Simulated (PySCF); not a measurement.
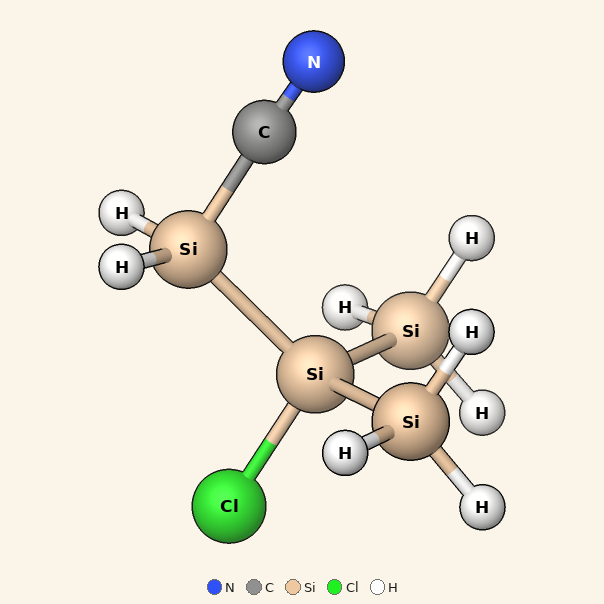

Computed geometry: GFN2-xTB optimisation. No frequency run is at hand to confirm it as a minimum. Method: PBE0/pcSseg-1, gas phase (PySCF 2.14.0).

Give the HOMO energy (Kohn–Sham orbital) at this level.

−8.42 eV.

What is the dipole moment?

2.19 D.

What is the HOMO–LUMO gap?

6.64 eV.

The geometry is semi-empirical. Around Si such bond lengths and angles can be off by a tenth of an ångström or more and by several degrees, and values that hang on the shape move with them.
